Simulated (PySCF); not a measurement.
# C4H12ClFSi2: what the fields show

The calculation's input:

```
{"job": {"kind": "nmr", "xc": "PBE0", "basis": "pcSseg-1"}, "charge": 0, "multiplicity": 1}
C     -2.409659    -0.691295     1.541314
C     -1.394465    -0.342871     0.468270
Cl    -2.224054    -0.328019    -1.128384
C     -0.730462     1.001888     0.685997
Si     0.306602     1.590721    -0.812020
Si     1.576891    -0.123034    -1.722793
C      2.662035    -0.921092    -0.343467
F      1.872891    -1.279112     0.738254
H     -3.195364     0.060591     1.579801
H     -2.863821    -1.660125     1.346400
H     -1.911454    -0.728778     2.508174
H     -0.640838    -1.130349     0.392813
H     -0.097185     0.915706     1.570383
H     -1.494120     1.747306     0.915406
H     -0.583808     2.204478    -1.802415
H      1.141280     2.687090    -0.285505
H      0.831401    -1.236568    -2.319956
H      2.566913     0.314329    -2.716320
H      3.417124    -0.235362     0.048539
H      3.164945    -1.834826    -0.667528
```

Launched as:

```sh
OMP_NUM_THREADS=1 python probes_run.py task.json out
```

Geometry: GFN2-xTB.

The calculation used PBE0/pcSseg-1, SCF density, gas phase, non-relativistic in PySCF 2.14.0.

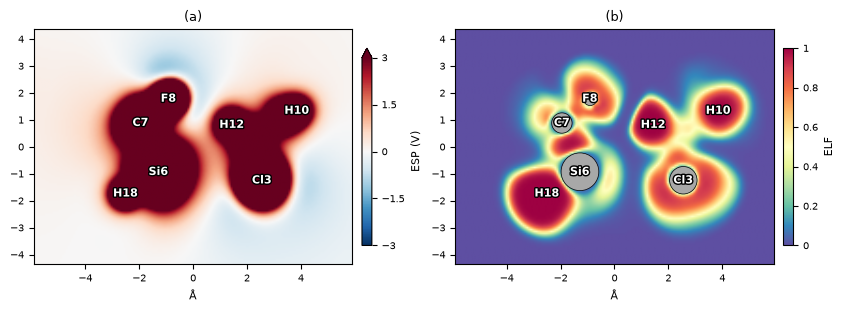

Figure 1. (a) molecular electrostatic potential; (b) ELF on the plane of atoms C7, Si6 and H18. Grey discs cover the atomic cores in the ELF map.

Describe what can be read from this map.

Answer. The section cuts through Cl, Si, C, F and H sites.
C–F (1.39 Å): the ELF peaks at about 0.85 between the atoms, as expected for a polar covalent bond.
C–Si (1.93 Å): the ELF peaks at about 1 between the atoms, as expected for localised, covalent bonding.
Si–H (1.47 Å): the ELF climbs to about 1 towards the hydrogen, as it does in any bond to H.
The ELF also peaks beside Cl3 and F8, away from the bonds: lone-pair regions.
Outside the dense part of the molecule the potential is most negative (−1.1 V) near F8.

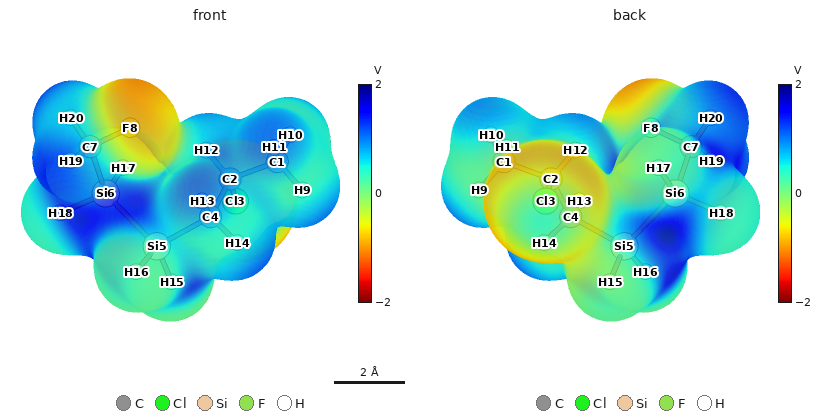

Figure 2. The electrostatic potential painted on the density surface at 0.004 e/bohr³, seen from the front and from behind; the colour scale runs from red (negative) to blue (positive).

Which sites attract a positive test charge, and which a negative one?

Answer. A positive charge is drawn to the negative regions and a negative charge to the positive ones. The most negative region (about −1.0 V) lies over F8, the most positive (about +1.7 V) over Si5 and Si6. Cl3 shows a σ-hole: about +0.3 V at the tip opposite its bond, against about −0.4 V on its flanks.
